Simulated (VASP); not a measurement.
Band structure of InAs (space group F-43m). These are PBE GGA, VASP's PBE PAW potentials (set 64) (plane waves; VASP 6.6.1) values and carry that method's errors.

Unless said otherwise, spin-orbit coupling is left out, though it shifts the bands of the heavy elements here.

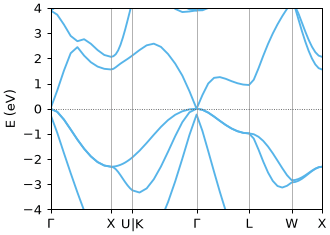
Fig. 1. Bands along high-symmetry lines, zero at the valence-band maximum or, without a gap, the Fermi level

Problem. Read the plot: is there a gap, and where are the band edges?

Solution. It has no gap at this level: it comes out as a metal or semimetal.

The structure is a typed InAs crystal (F-43m). The cell was not relaxed at this level.
